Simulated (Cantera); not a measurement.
Input: 1 mol CHF3, 4.3 mol H2, 0.037 mol CH4, at 100 Torr.

Cantera equilibrium calculation (NASA polynomials, part measured and part estimated; ideal gas, pure solids and liquids). Candidate condensed phases: C, C6H6, C7H8, C8H18; 95 gas species. Rates play no part.

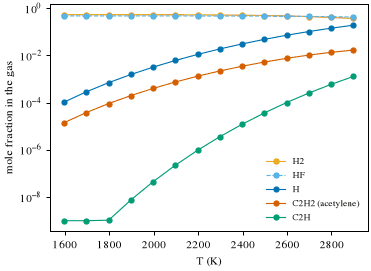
Figure: Equilibrium gas composition (values under 1e-9 drawn at 1e-9)

From 1598 K to 2898 K the condensed part is C(graphite). The main C-bearing gas is CH4 at 1598 K and C2H2 (acetylene) at 2898 K.
